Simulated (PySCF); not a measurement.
# CH₃GeN: electronic excitations at several levels of theory, part 2 of 2

PySCF 2.14.0. Atoms count from 0. The steps go on from the part before.

## 10. Ultraviolet spectrum: PBE0/def2-TZVP

Job settings and geometry (Å):

```
{"job": {"kind": "uv", "xc": "PBE0", "basis": "def2-TZVP"}, "charge": 0, "multiplicity": 1}
N      2.468229     0.205690     0.026087
C      1.313228     0.108584     0.009570
Ge    -0.604772    -0.056682    -0.015901
H     -1.156658     1.210120    -0.674098
H     -0.933989    -1.310567    -0.829857
H     -1.061596    -0.187365     1.439191
```

Level: TDDFT PBE0/def2-TZVP, vertical, gas phase, core orbitals frozen in the response.

Output:

```text
coarse grid: 25136 points
cycle   1  E = -2171.2327589944  dE = -4.515e-01  |g| = 7.291e-01  |ddm| = 2.014e+00
cycle   2  E = -2171.0814496895  dE =  1.513e-01  |g| = 1.145e+00  |ddm| = 9.226e-01
cycle   3  E = -2171.2734922280  dE = -1.920e-01  |g| = 3.325e-01  |ddm| = 6.927e-01
cycle   4  E = -2171.2952081095  dE = -2.172e-02  |g| = 2.504e-02  |ddm| = 1.562e-01
cycle   5  E = -2171.2953263986  dE = -1.183e-04  |g| = 2.457e-03  |ddm| = 1.770e-02
cycle   6  E = -2171.2953278062  dE = -1.408e-06  |g| = 9.321e-04  |ddm| = 2.927e-03
final grid: 51360 points
cycle   7  E = -2171.2953281508  dE = -1.517e-08  |g| = 9.244e-04  |ddm| = 1.794e-03
cycle   8  E = -2171.2953280435  dE =  1.073e-07  |g| = 1.175e-03  |ddm| = 1.639e-03
cycle   9  E = -2171.2953283261  dE = -2.826e-07  |g| = 4.662e-04  |ddm| = 9.238e-04
cycle  10  E = -2171.2953283736  dE = -4.747e-08  |g| = 1.016e-05  |ddm| = 2.150e-04
cycle  11  E = -2171.2953283736  dE = -8.185e-12  |g| = 2.969e-06  |ddm| = 6.358e-06
converged SCF energy = -2171.2953283736

Static polarisability (au): isotropic 44.081, principal 37.848 37.850 56.545

Singlet excitations
state   eV       nm        f      main configurations
  1   7.1319    173.8   0.00000   H->L 0.44, H-1->L+1 0.44
  2   7.4603    166.2   0.00356   H->L+1 0.40, H-1->L 0.40
  3   7.4605    166.2   0.00354   H-1->L+1 0.40, H->L 0.39
  4   8.2001    151.2   0.00386   H-2->L 0.94
  5   8.2009    151.2   0.00384   H-2->L+1 0.93
  6   8.7385    141.9   0.00144   H->L+2 0.70, H->L+3 0.23
  7   8.7395    141.9   0.00141   H-1->L+2 0.70, H-1->L+3 0.23
  8   8.9388    138.7   0.00951   H->L+3 0.73, H->L+2 0.22
  9   8.9404    138.7   0.00956   H-1->L+3 0.73, H-1->L+2 0.22
 10   9.0088    137.6   0.00000   H-3->L 0.43, H-4->L+1 0.43

Triplet excitations (Tamm-Dancoff, eV): 5.8068 6.3364 6.3365 7.0403
```

Run time: 13 s. Hardware: 1 thread of Arm Neoverse N1, shared host; peak memory 0.51 GiB.

In short: HOMO -9.68 eV, LUMO -0.31 eV; lowest singlet 7.13 eV.

## 11. Ultraviolet spectrum: PBE0/aug-cc-pVDZ

Same as in step 10 but for these lines:

```diff
@@ -1,2 +1,2 @@
-{"job": {"kind": "uv", "xc": "PBE0", "basis": "def2-TZVP"}, "charge": 0, "multiplicity": 1}
+{"job": {"kind": "uv", "xc": "PBE0", "basis": "aug-cc-pVDZ"}, "charge": 0, "multiplicity": 1}
 N      2.468229     0.205690     0.026087
```

With the program's defaults for keys left out, this is: TDDFT PBE0/aug-cc-pVDZ, vertical, gas phase, core orbitals frozen in the response.

Output:

```text
coarse grid: 25136 points
cycle   1  E = -2171.2022713321  dE = -4.365e-01  |g| = 3.743e-01  |ddm| = 5.243e+00
cycle   2  E = -2171.0783132832  dE =  1.240e-01  |g| = 8.179e-01  |ddm| = 1.650e+00
cycle   3  E = -2171.2374806624  dE = -1.592e-01  |g| = 9.244e-02  |ddm| = 1.020e+00
cycle   4  E = -2171.2393738466  dE = -1.893e-03  |g| = 1.967e-02  |ddm| = 2.292e-01
cycle   5  E = -2171.2394651484  dE = -9.130e-05  |g| = 3.416e-03  |ddm| = 4.361e-02
cycle   6  E = -2171.2394681905  dE = -3.042e-06  |g| = 4.415e-04  |ddm| = 8.875e-03
final grid: 51360 points
cycle   7  E = -2171.2394624032  dE =  6.442e-09  |g| = 5.137e-04  |ddm| = 2.983e-03
cycle   8  E = -2171.2394622164  dE =  1.868e-07  |g| = 1.056e-03  |ddm| = 2.208e-03
cycle   9  E = -2171.2394624669  dE = -2.505e-07  |g| = 1.694e-04  |ddm| = 1.340e-03
cycle  10  E = -2171.2394624743  dE = -7.359e-09  |g| = 8.895e-06  |ddm| = 2.767e-04
cycle  11  E = -2171.2394624743  dE = -2.865e-11  |g| = 1.992e-06  |ddm| = 2.527e-05
converged SCF energy = -2171.2394624743

Static polarisability (au): isotropic 46.576, principal 40.351 40.353 59.022

Singlet excitations
state   eV       nm        f      main configurations
  1   7.1267    174.0   0.00000   H->L+1 0.23, H-1->L+2 0.23, H->L+2 0.21
  2   7.4572    166.3   0.00339   H-1->L+2 0.30, H->L+1 0.30, H->L+2 0.15
  3   7.4575    166.3   0.00339   H-1->L+1 0.30, H->L+2 0.30, H-1->L+2 0.15
  4   8.1694    151.8   0.01063   H->L 0.93
  5   8.1708    151.7   0.01042   H-1->L 0.92
  6   8.2009    151.2   0.00714   H-2->L+1 0.55, H-2->L+2 0.28
  7   8.2014    151.2   0.00689   H-2->L+2 0.56, H-2->L+1 0.28
  8   8.4785    146.2   0.00144   H->L+3 0.87
  9   8.4794    146.2   0.00146   H-1->L+3 0.87
 10   8.8050    140.8   0.00107   H-2->L 0.74

Triplet excitations (Tamm-Dancoff, eV): 5.8195 6.3574 6.3576 7.0723
```

It took 12 s on 1 thread of Arm Neoverse N1, shared host; peak memory 0.48 GiB.

Key values: HOMO -9.67 eV, LUMO -0.48 eV; lowest singlet 7.13 eV.

## 12. Side by side: electronic excitations

Excitations and ground-state properties, with basis size and wall time:

```tsv
run	lowest singlet (eV)	brightest (eV)	f	gap (eV)	α (Å³)	μ (D)	functions	time
B3LYP/def2-SVPD	7.11	8.11	0.018	8.86	6.85	3.92	102	50 s
PBE0/def2-SVPD	7.15	8.44	0.020	9.36	6.79	3.91	102	41 s
BHandHLYP/def2-SVPD	6.97	8.93	0.031	11.21	6.63	4.02	102	29 s
CAM-B3LYP/def2-SVPD	7.15	8.68	0.032	11.53	6.77	3.99	102	34 s
wB97X-D/def2-SVPD	7.20	8.87	0.035	12.93	6.78	3.96	102	33 s
LC-wPBE/def2-SVPD	7.29	9.41	0.050	13.98	6.62	3.97	102	41 s
PBE0/6-31G*	7.24	9.33	0.028	9.57	5.43	3.78	66	6.6 s
PBE0/def2-SVP	7.21	9.25	0.164	9.46	5.80	3.72	75	7.2 s
PBE0/def2-TZVP	7.13	8.94	0.010	9.37	6.53	3.89	128	13 s
PBE0/aug-cc-pVDZ	7.13	8.17	0.011	9.19	6.90	3.94	109	12 s
```

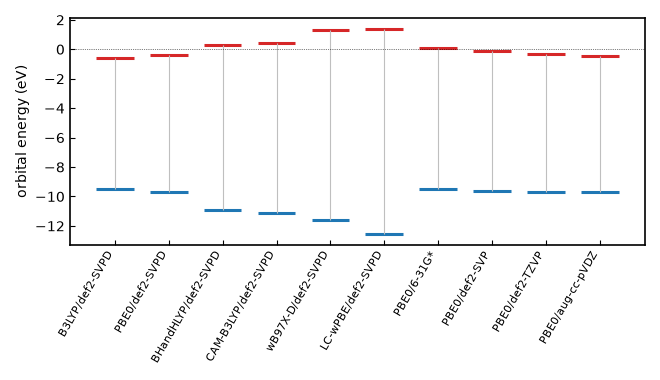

HOMO (blue) and LUMO (red) run by run.

## 13. Results

What follows sums up all 2 parts.

| quantity | value |
| --- | --- |
| lowest singlet (B3LYP/def2-SVPD) | 7.11 eV (174 nm), f = 0.000 |
| brightest single state of those computed | state 6, 8.11 eV, f = 0.018 |
| lowest triplet | 5.89 eV |
| vertical ionisation energy (ΔSCF) | 12.01 eV |
| range of the lowest singlet | 6.97 to 7.29 eV |

Single values in the summary come from the first run of each kind that ended normally (B3LYP/def2-SVPD), which need not be the best level. The lowest singlet, at 7.11 eV, is HOMO→LUMO 0.40, HOMO−1→LUMO+1 0.39 and is dark; of the 10 states computed, the strongest absorption comes from states 6 to 7 together at 8.11 eV. The lowest triplet lies 1.22 eV below the lowest singlet (triplets in Tamm-Dancoff, singlets in full TDDFT). ΔSCF puts the ionisation energy at 12.01 eV, 2.55 eV above −ε(HOMO). The lowest singlet runs from 6.97 eV (BHandHLYP/def2-SVPD) to 7.29 eV (LC-wPBE/def2-SVPD), while the orbital gap spans 8.86 to 13.98 eV. The lowest state need not be the same one in every run.
